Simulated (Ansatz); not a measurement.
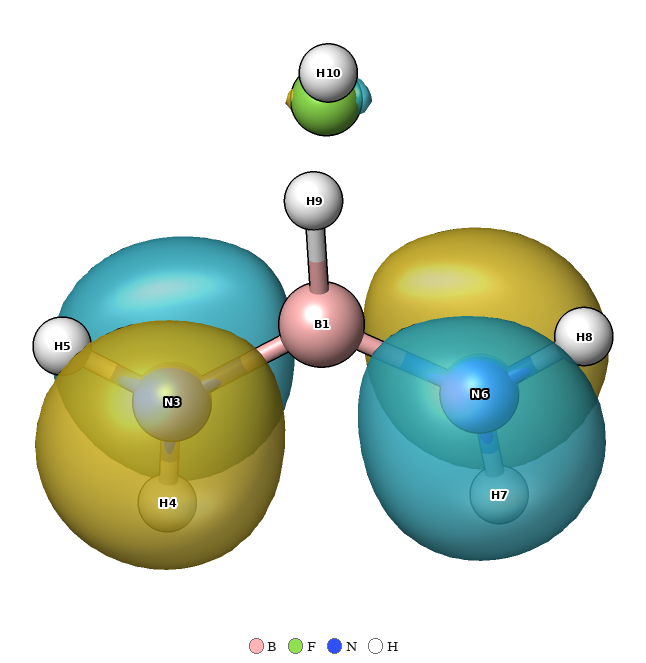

BH5N2···HF. The HOMO at ±0.1 Å⁻³ᐟ² (yellow and cyan are the two phases), seen across its widest extent.

Not at a stationary point (largest force 0.6 eV/Å).

Computed with RKS BHLYP-D4/6-31G* (Ansatz).

```xyz
10

B    -0.0238    0.5895   -0.5330
F    -0.0391    0.1769    1.9703
N     1.2204    0.0051   -0.8280
H     1.3198   -0.9363   -1.1536
H     2.0810    0.4080   -0.5213
N    -1.2598    0.0090   -0.8645
H    -1.3585   -0.9268   -1.2054
H    -2.1315    0.4463   -0.6500
H    -0.0316    1.7029   -0.1005
H    -0.1100    1.0317    1.6302
```

Where does this orbital lie, and at what energy?

Its weight (Hirshfeld) is mainly on N3 (about 40 %) and N6 (about 40 %); largely a combination of lone pairs on N3 and N6. Its energy is −7.87 eV.
